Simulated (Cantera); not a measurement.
A closed system holds: 1 mol CuO, a varied amount of H2, equilibrated at 1625 °C and 10.0 Pa.

Method: chemical equilibrium by Gibbs-energy minimisation in Cantera with the NASA 1993 tables (ideal gas, pure condensed phases). Candidate condensed phases: Cu, CuO, Cu(OH)2, Cu2O, H2O; 12 gas species. Kinetics and transport are ignored.

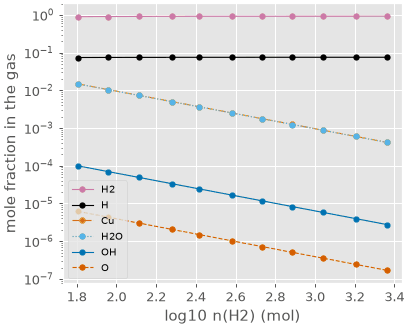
Equilibrium gas composition (values under 1e-9 drawn at 1e-9)

From 64 mol H2 to 2300 mol H2 nothing is condensed. The main Cu-bearing gas is Cu throughout.
